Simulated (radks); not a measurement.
# Exchange and kinetic functionals tested on atomic densities: Cr, In⁺, Sc⁹⁺, Kr, Cr⁺

Aim: take each self-consistent density and evaluate many functionals on it, against the exact exchange and kinetic energies of the same orbitals. Every spin shell is full or empty, so the densities are truly spherical.

Method: non-relativistic Kohn-Sham, PBE, spin-polarised, spherical densities, point nucleus; open shells are filled with parallel spins first. Code: radks (a radial shooting solver on a logarithmic mesh, Libxc functionals) version 1.

### 1 The atom as given

* species: Cr ([Ar] 3d5 4s1), In⁺ ([Kr] 4d10 5s2), Sc⁹⁺ ([Ne] 3s2), Kr ([Kr]), Cr⁺ ([Ar] 3d5)

In the logs a row gives level, spin channel, occupation and eigenvalue; Etot, Ekin, Encl (electron-nucleus), Eh (Hartree) and Exc are energies, all in hartree; err is the last residual, it the number of iterations.

### 2 Cr, [Ar] 3d5 4s1

The run's settings:

```text
Z 24
configuration [Ar] 3d5 4s1
relativity non-relativistic
functional pbe,pbe
spin polarised
nucleus point
```

Standard output:

```text
1s      1   1.0000        -214.34503451
2s      1   1.0000         -24.14946268
2p      1   3.0000         -20.51021476
3s      1   1.0000          -2.69427861
3p      1   3.0000          -1.68744667
3d      1   5.0000          -0.14015531
4s      1   1.0000          -0.16035284
1s      2   1.0000        -214.34494334
2s      2   1.0000         -24.08936617
2p      2   3.0000         -20.46489452
3s      2   1.0000          -2.53207198
3p      2   3.0000          -1.52642310
3d      2   0.0000           0.00047665
4s      2   0.0000          -0.04688627
Etot -1044.2309013724032
Ekin 1043.3625374157498
Encl -2482.125081815384
Eh 443.0651051389598
Exc -48.53346211172878
err 4.106138923204239e-09
it 15
```

Highest occupied level: 3d up at -3.814 eV. Exact exchange of these orbitals: -47.6304 hartree.

Radial moments (bohr):

```tsv
level	occupation	energy (eV)	<r>	outermost maximum (interpolated)	90 % within	nodes
2p up	3	-558.11	0.2612	0.199	0.428	0
2p down	3	-556.88	0.2607	0.199	0.427	0
3s up	1	-73.315	0.9106	0.784	1.37	2
3s down	1	-68.901	0.9118	0.784	1.37	2
3p up	3	-45.918	0.9699	0.801	1.50	1
3p down	3	-41.536	0.9729	0.802	1.51	1
4s up	1	-4.363	3.366	2.72	5.16	3
3d up	5	-3.814	1.462	0.837	2.67	0
```

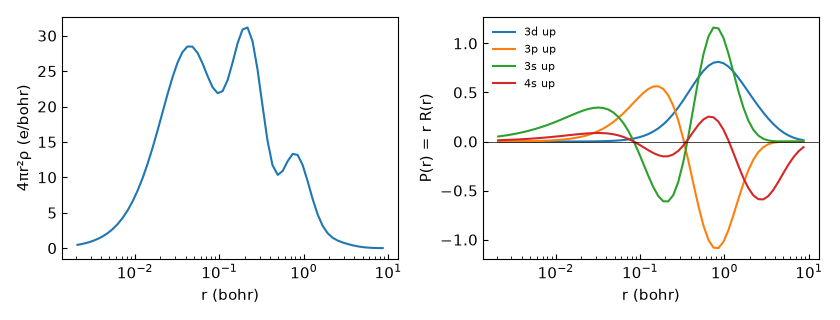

Left: shells in the radial density. Right: radial functions of the outer levels.

### 3 In⁺, [Kr] 4d10 5s2

The run's settings:

```text
Z 49
configuration [Kr] 4d10 5s2
relativity non-relativistic
functional pbe,pbe
spin polarised
nucleus point
```

Standard output:

```text
1s      1   1.0000        -985.05237765
2s      1   1.0000        -144.48036946
2p      1   3.0000        -134.94625829
3s      1   1.0000         -27.53344109
3p      1   3.0000         -23.63119185
3d      1   5.0000         -16.40266755
4s      1   1.0000          -4.34441950
4p      1   3.0000          -3.07150509
4d      1   5.0000          -0.99854880
5s      1   1.0000          -0.52295491
1s      2   1.0000        -985.05237765
2s      2   1.0000        -144.48036946
2p      2   3.0000        -134.94625829
3s      2   1.0000         -27.53344109
3p      2   3.0000         -23.63119185
3d      2   5.0000         -16.40266755
4s      2   1.0000          -4.34441950
4p      2   3.0000          -3.07150509
4d      2   5.0000          -0.99854880
5s      2   1.0000          -0.52295491
Etot -5741.889905162484
Ekin 5739.594927369611
Encl -13647.620717154616
Eh 2321.624907055617
Exc -155.4890224330956
err 6.165360539671169e-09
it 14
```

The top filled level is 5s, -14.230 eV. Exact exchange of these orbitals: -153.542 hartree.

### 4 Sc⁹⁺, [Ne] 3s2

The run's settings:

```text
Z 21
configuration [Ne] 3s2
relativity non-relativistic
functional pbe,pbe
spin polarised
nucleus point
```

Standard output:

```text
1s      1   1.0000        -168.29826107
2s      1   1.0000         -24.45662971
2p      1   3.0000         -21.51348213
3s      1   1.0000          -7.85161253
1s      2   1.0000        -168.29826107
2s      2   1.0000         -24.45662971
2p      2   3.0000         -21.51348213
3s      2   1.0000          -7.85161253
Etot -731.147851328657
Ekin 730.7057729582823
Encl -1639.2521068733654
Eh 210.53230948081796
Exc -33.13382689439184
err 7.373209350863796e-10
it 14
```

Highest occupied level: 3s at -213.65 eV. Exact exchange of these orbitals: -32.8446 hartree.

### 5 Kr, [Kr]

The run's settings:

```text
Z 36
configuration [Kr]
relativity non-relativistic
functional pbe,pbe
spin polarised
nucleus point
```

Standard output:

```text
1s      1   1.0000        -510.79299843
2s      1   1.0000         -66.37463509
2p      1   3.0000         -60.04316609
3s      1   1.0000          -9.34683521
3p      1   3.0000          -7.09652844
3d      1   5.0000          -3.06297863
4s      1   1.0000          -0.81467243
4p      1   3.0000          -0.34113593
1s      2   1.0000        -510.79299843
2s      2   1.0000         -66.37463509
2p      2   3.0000         -60.04316609
3s      2   1.0000          -9.34683521
3p      2   3.0000          -7.09652844
3d      2   5.0000          -3.06297863
4s      2   1.0000          -0.81467243
4p      2   3.0000          -0.34113593
Etot -2753.4161089355716
Ekin 2751.8434476466227
Encl -6582.124563247321
Eh 1172.0057494064226
Exc -95.14074274129612
err 3.731051350008139e-09
it 14
```

Highest occupied level: 4p at -9.283 eV. Exact exchange of these orbitals: -93.7540 hartree.

### 6 Cr⁺, [Ar] 3d5

The run's settings:

```text
Z 24
configuration [Ar] 3d5
relativity non-relativistic
functional pbe,pbe
spin polarised
nucleus point
```

Standard output:

```text
1s      1   1.0000        -214.61131953
2s      1   1.0000         -24.40659564
2p      1   3.0000         -20.76799044
3s      1   1.0000          -2.96149462
3p      1   3.0000          -1.95582780
3d      1   5.0000          -0.40388476
1s      2   1.0000        -214.61233446
2s      2   1.0000         -24.34531623
2p      2   3.0000         -20.72203231
3s      2   1.0000          -2.79574473
3p      2   3.0000          -1.79164843
3d      2   0.0000          -0.25510186
Etot -1043.9640413647235
Ekin 1043.101515807393
Encl -2475.545476447563
Eh 436.8724946594025
Exc -48.39257538395597
err 1.9924424742052206e-09
it 16
```

Highest occupied level: 3d up at -10.990 eV. Exact exchange of these orbitals: -47.5466 hartree.

### 7 What came out

```tsv
error in magnitude (%)	Cr	In⁺	Sc⁹⁺	Kr	Cr⁺
exchange, LDA	-6.43	-4.87	-7.97	-5.51	-6.54
exchange, PBE	-0.17	-0.40	-0.55	-0.40	-0.28
exchange, revPBE	+0.11	-0.26	-0.12	-0.22	+0.01
exchange, PW86	+0.61	-0.15	+0.48	+0.05	+0.49
exchange, TPSS	+0.38	-0.26	+0.17	-0.09	+0.28
exchange, r2SCAN	+0.23	-0.08	-0.09	-0.00	+0.14
exchange, MS2	+0.10	-0.56	+0.04	-0.42	-0.00
exchange, Tao-Mo	-0.12	-0.78	-0.22	-0.65	-0.22
exchange, MVS	+0.11	+0.08	-0.40	+0.06	+0.05
kinetic, Thomas-Fermi	-6.70	-5.32	-7.00	-5.87	-6.70
kinetic, von Weizsacker	-46.58	-58.17	-41.26	-53.66	-46.57
kinetic, LC94	-0.02	+0.08	+0.23	+0.04	-0.02
kinetic, revAPBEK	+0.37	+0.31	+0.68	+0.33	+0.36
kinetic, Perdew 92	-0.76	-0.66	-0.46	-0.71	-0.76
kinetic, LKT	+25.85	+19.34	+29.49	+21.78	+25.86
kinetic, PG1	+20.64	+15.20	+23.86	+17.20	+20.65
kinetic, DePristo-Kress	-0.08	-0.08	+0.13	-0.07	-0.09
kinetic, Ernzerhof	-0.30	-0.39	+0.14	-0.38	-0.30
```

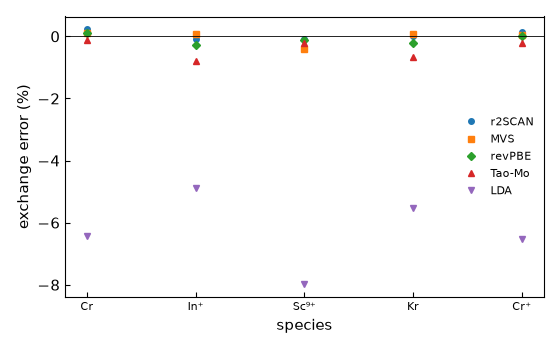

Error of five exchange functionals by species.

**Reading.** Negative means that the magnitude is too small. For exchange the mean absolute error is least for r2SCAN (0.11 %) and largest for LDA (6.27 %). Among the orbital-free kinetic functionals LC94 (0.08 %) does best and von Weizsacker (49.25 %) worst. The functionals are evaluated on one density each, not self-consistently.
